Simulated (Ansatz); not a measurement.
**AlSiH₄ (doublet): one geometry, many settings at distance Al1–H4 along a hydrogen transfer = 1.919 Å**

Aim: run AlSiH₄ (doublet) at one geometry under a spread of methods and options, and see what each costs and gives.

The runs use Ansatz 0.2.0, Gaussian basis; the settings change from run to run.

9 further runs of the same task are left out: 2 for a mislabelled method, 4 that didn't finish, 3 set aside as unsound or not needed.

## Step 1: The system

The geometry derives from fragments relaxed apart (PBE0/def2-TZVP) and kept rigid, so it is no stationary point. A hydrogen atom is moved between rigid fragments.

6 atoms, charge 0, spin multiplicity 2.

Atoms are counted from 1 here; the program's logs count them from 0.

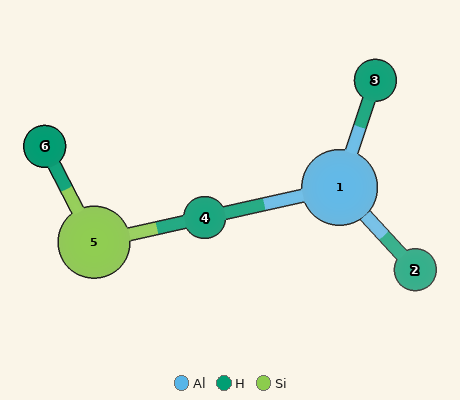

The geometry (aluminium blue, hydrogen teal, silicon green); atoms are numbered from 1 in the order of the file.

## Step 2: CCSDT on UHF/STO-3G

Contents of in.yaml:

```yaml
crystal:
  periodic: [false, false, false]
  atoms:
    - {symbol: Al, position_ang: [-1.731502, 0.025233, 0.000000]}
    - {symbol: H, position_ang: [-2.524425, 1.398618, 0.000000]}
    - {symbol: H, position_ang: [-2.524426, -1.348151, 0.000000]}
    - {symbol: H, position_ang: [0.187498, 0.025233, 0.000000]}
    - {symbol: Si, position_ang: [1.760498, 0.025233, 0.000000]}
    - {symbol: H, position_ang: [2.156933, -1.454280, 0.000000]}
basis:
  gaussian: {orbitals: STO-3G}
magnetization: {spin_polarized: true, initial_magnetization: 1}
hamiltonian: {pseudopotentials: {relativity: none}}
correlation: {method: ccsdt, electrons: outside_noble_gas}
scf: {omitted_lower_state_checks: [cluster_reference]}
```

Command:

```sh
$ ansatz run in.yaml --threads 1 --pin off --events-out ev --progress --plain --max-ram 2393MiB
```

What it wrote, cut to the lines that bear on the results:

```text
Functional definition: HF
  name "HF"
  cite "Fock, Z. Phys. 61, 126 (1930) doi:10.1007/BF01340294"
  parent pbe
[...]
356 factors; integrals over basis functions are off by at most 2.7e-8 eV
[...]
mean field -14332.96657869 eV, -526.7268065331 hartree, gradient 1.1e-6 eV, S^2 1.038945; 10 other end points of the search recorded, 0 dependent functions left out
10 core orbitals not correlated: weight in the atoms' cores, before any rotation towards them, 0.999 or more for the frozen orbitals, at most 0.000 for the correlated occupied ones
reference -14332.96657869 eV, -526.7268065331 hartree; 6, 5 occupied and 6, 7 virtual orbitals, 356 factors
second order -1.62931083 eV of doubles, -0.00000000 eV of singles
cycle   1  -2.14963200 eV  change   -5.2e-1 eV  update   7.8e-2
[...]
cycle  28  -2.69335062 eV  change   -5.7e-7 eV  update   4.7e-7
Total energy: -14335.65992931 eV, -526.8257853428 hartree
Checks for a lower state left out: cluster_reference
```

Wall time 3.1 s (1 thread of Intel Xeon Platinum 8375C at 2.90GHz, shared host).

From the report: ⟨S²⟩ of the determinant 1.039 (pure doublet: 0.75); correlation -2.6934 eV; T1 0.054; largest double amplitude 0.18.

## Step 3: BCCD/6-31G*

in.yaml, as its differences from that of step 2:

```diff
@@ -10,6 +10,5 @@
 basis:
-  gaussian: {orbitals: STO-3G}
-magnetization: {spin_polarized: true, initial_magnetization: 1}
-hamiltonian: {pseudopotentials: {relativity: none}}
-correlation: {method: ccsdt, electrons: outside_noble_gas}
-scf: {omitted_lower_state_checks: [cluster_reference]}
+  gaussian: {orbitals: "6-31G*"}
+magnetization: {spin_polarized: false, initial_magnetization: 1}
+hamiltonian: {xc: {name: r2SCAN}}
+correlation: {method: bccd, electrons: valence}
```

The command is unchanged.

What it wrote, cut to the lines that bear on the results:

```text
Functional definition: r2SCAN
  name "r2SCAN"
  cite "Furness, Kaplan, Ning, Perdew & Sun, J. Phys. Chem. Lett. 11, 8208 (2020) doi:10.1021/acs.jpclett.0c02405"
  cite "Furness, Kaplan, Ning, Perdew & Sun, J. Phys. Chem. Lett. 11, 9248 (2020) doi:10.1021/acs.jpclett.0c03077"
  parent r2scan
[...]
458 factors; integrals over basis functions are off by at most 9.7e-4 eV
[...]
mean field -14533.17273189 eV, -534.0842469585 hartree, gradient 3.6e-7 eV, S^2 0.750000; 7 other end points of the search recorded, 0 dependent functions left out
[...]
10 core orbitals not correlated: weight in the atoms' cores, before any rotation towards them, 1.000 or more for the frozen orbitals, at most 0.000 for the correlated occupied ones
reference -14503.17893300 eV, -532.9819951799 hartree; 6, 5 occupied and 30, 31 virtual orbitals, 458 factors
second order -3.68140360 eV of doubles, -0.33804543 eV of singles
cycle   1  -4.51420227 eV  change   -5.0e-1 eV  update   8.8e-2
[...]
cycle  15  -4.81861890 eV  change    3.6e-6 eV  update   9.6e-6
Total energy: -14507.99755190 eV, -533.1590761582 hartree
```

It took 14 s on 1 thread of Intel Xeon Platinum 8375C at 2.90GHz, shared host.

From the report: correlation -4.8186 eV; largest double amplitude 0.07.

## Step 4: CCSDT on ROHF/STO-3G

in.yaml, as its differences from that of step 3:

```diff
@@ -10,5 +10,5 @@
 basis:
-  gaussian: {orbitals: "6-31G*"}
+  gaussian: {orbitals: STO-3G}
 magnetization: {spin_polarized: false, initial_magnetization: 1}
-hamiltonian: {xc: {name: r2SCAN}}
-correlation: {method: bccd, electrons: valence}
+correlation: {method: ccsdt, electrons: all}
+output: {forces: true}
```

Same command.

What it wrote, cut to the lines that bear on the results:

```text
Functional definition: HF
  name "HF"
  cite "Fock, Z. Phys. 61, 126 (1930) doi:10.1007/BF01340294"
  parent pbe
[...]
356 factors; integrals over basis functions are off by at most 2.7e-8 eV
[...]
mean field -14332.84604022 eV, -526.7223768262 hartree, gradient 7.5e-7 eV, S^2 0.750000; 7 other end points of the search recorded, 0 dependent functions left out
[...]
determinant -14332.84604022 eV, -526.7223768262 hartree, with singles and doubles -14335.83969647 eV, -526.8323916642 hartree
determinant -14332.56322962 eV, -526.7119837282 hartree, with singles and doubles -14335.49842190 eV, -526.8198500548 hartree
determinant -14329.81723226 eV, -526.6110701865 hartree, with singles and doubles -14333.34392453 eV, -526.7406737371 hartree
determinant -14332.84604022 eV, -526.7223768262 hartree, with singles and doubles -14335.84029726 eV, -526.8324137428 hartree
[...]
reference -14332.84604022 eV, -526.7223768262 hartree; 16, 15 occupied and 6, 7 virtual orbitals, 356 factors
second order -2.05151961 eV of doubles, -0.02229520 eV of singles
cycle   1  -2.59489110 eV  change   -5.2e-1 eV  update   8.2e-2
[...]
cycle  26  -3.07808516 eV  change   -7.5e-7 eV  update   4.3e-7
[...]
Total energy: -14335.92412539 eV, -526.8354943696 hartree
Atom 0 at    -1.731502     0.025233     0.000000 Å, force     0.898557    -0.226335    -0.000000 eV/Å
Atom 1 at    -2.524425     1.398618     0.000000 Å, force     0.869937    -1.252527    -0.000000 eV/Å
Atom 2 at    -2.524426    -1.348151     0.000000 Å, force     0.815661     1.260686     0.000000 eV/Å
Atom 3 at     0.187498     0.025233     0.000000 Å, force    -3.820620    -0.015526    -0.000000 eV/Å
Atom 4 at     1.760498     0.025233     0.000000 Å, force     1.878541    -0.383496     0.000000 eV/Å
Atom 5 at     2.156933    -1.454280     0.000000 Å, force    -0.642076     0.617197    -0.000000 eV/Å
Dipole moment:    -0.524792     0.076892     0.000000 e Å
```

It took 47 s on 1 thread of Intel Xeon Platinum 8375C at 2.90GHz, shared host; peak memory 0.43 GiB.

From the report: correlation -3.0781 eV; T1 0.019; largest double amplitude 0.17.

## Step 5: CCSDTQ on UHF/STO-3G

in.yaml, as its differences from that of step 4:

```diff
@@ -11,4 +11,4 @@
   gaussian: {orbitals: STO-3G}
-magnetization: {spin_polarized: false, initial_magnetization: 1}
-correlation: {method: ccsdt, electrons: all}
-output: {forces: true}
+magnetization: {spin_polarized: true, initial_magnetization: 1}
+correlation: {method: ccsdtq, electrons: valence, diis_vectors: 2}
+scf: {lower_state_search: off}
```

The command is unchanged.

What it wrote, cut to the lines that bear on the results:

```text
Functional definition: HF
  name "HF"
  cite "Fock, Z. Phys. 61, 126 (1930) doi:10.1007/BF01340294"
  parent pbe
[...]
356 factors; integrals over basis functions are off by at most 2.7e-8 eV
[...]
mean field -14332.96657869 eV, -526.7268065331 hartree, gradient 1.1e-6 eV, S^2 1.038945; 0 other end points of the search recorded, 0 dependent functions left out
10 core orbitals not correlated: weight in the atoms' cores, before any rotation towards them, 0.999 or more for the frozen orbitals, at most 0.000 for the correlated occupied ones
reference -14332.96657869 eV, -526.7268065331 hartree; 6, 5 occupied and 6, 7 virtual orbitals, 356 factors
second order -1.62931083 eV of doubles, -0.00000000 eV of singles
cycle   1  -2.14963190 eV  change   -5.2e-1 eV  update   7.8e-2
[...]
cycle  60  -2.69754862 eV  change   -5.1e-7 eV  update   1.0e-6
Total energy: -14335.66412731 eV, -526.8259396166 hartree
Checks for a lower state left out: stability, starts, cluster_reference, orbital_swaps, neighbouring_geometries, increment
```

Run time: 54 s. Hardware: 1 thread of Intel Xeon Platinum 8375C at 2.90GHz, shared host; peak memory 0.28 GiB.

From the report: ⟨S²⟩ of the determinant 1.039 (pure doublet: 0.75); correlation -2.6975 eV; T1 0.054; largest double amplitude 0.18.

## Step 6: All runs side by side

```csv
level,correlated,functions,energy (eV),time
CCSDT on UHF/STO-3G,outside noble gas,22,-14335.6599,3.1 s
BCCD/6-31G* (on r2SCAN orbitals),valence,46,-14507.9976,14 s
CCSDT on ROHF/STO-3G,all,22,-14335.9241,47 s
CCSDTQ on UHF/STO-3G,valence,22,-14335.6641,54 s
```

## Step 7: What came out

| quantity | value |
| --- | --- |
| runs | 4 |
| quickest | CCSDT on UHF/STO-3G, 3.1 s |
| slowest | CCSDTQ on UHF/STO-3G, 54 s |

**Reading.** Total energies in different bases, with other cores or another treatment of relativity can't be set against each other. CCSDTQ on UHF/STO-3G took 17 times as long as CCSDT on UHF/STO-3G; the jobs differ in more than the method.
